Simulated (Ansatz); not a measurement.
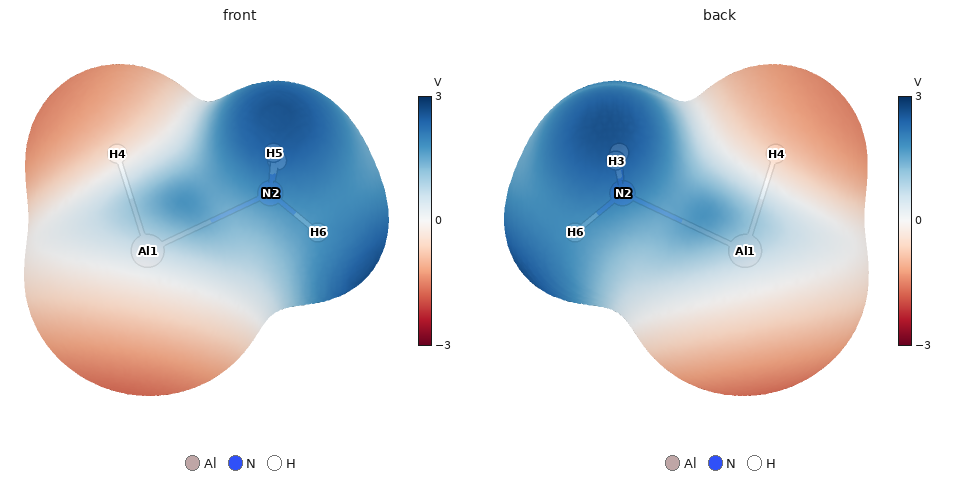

*AlH4N. The molecular electrostatic potential painted on the density surface at 0.002 e/bohr³, seen from the front and from behind; red is negative and blue positive.*

The product side of a reaction path; geometry: PBE0-D4/def2-TZVP.

All numbers below come from Ansatz 0.2.0, RKS PBE0-D4/def2-TZVPP.

Input

```
crystal:
  periodic: [false, false, false]
  atoms:
    - {symbol: Al, position_ang: [-1.586413, 0.408888, -0.543206]}
    - {symbol: N, position_ang: [0.388217, -0.456669, -0.000666]}
    - {symbol: H, position_ang: [1.121312, 0.118599, -0.404921]}
    - {symbol: H, position_ang: [-0.958148, 1.753864, 0.237126]}
    - {symbol: H, position_ang: [0.502816, -0.409510, 1.007507]}
    - {symbol: H, position_ang: [0.532316, -1.415171, -0.295940]}
basis:
  gaussian: {orbitals: def2-TZVPP}
hamiltonian: {xc: pbe0, dispersion: d4}
output: {orbitals: {seedname: orbitals}}
```

Command:

```sh
ansatz run in.yaml --threads 2 --pin off --events-out ev --progress --plain --max-ram 4352MiB
```

> Where is the surface potential most negative and most positive?

The most negative region (about −1.7 V, or −39 kcal/mol for a unit charge) lies over H4, the most positive (about +2.6 V, or +60 kcal/mol for a unit charge) over H3, H5 and H6.
